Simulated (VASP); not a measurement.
Band structure of LiSn. Level of theory: PBE GGA, VASP's PBE PAW potentials (set 64) (plane waves; VASP).

The cell holds a wide vacuum, so values per volume refer to the whole cell. Unless said otherwise, spin-orbit coupling is left out, though it shifts the bands of the heavy elements here.

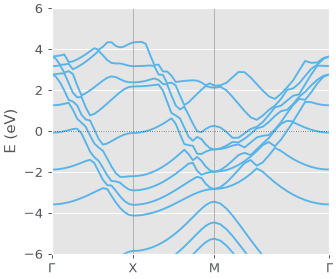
Figure: Bands along high-symmetry lines, zero at the valence-band maximum or, without a gap, the Fermi level

**Question.** Read the plot: is there a gap, and where are the band edges?

**Answer.** It has no gap at this level: it comes out as a metal or semimetal.

The cell is a sheet with vacuum, built from a generated structure.
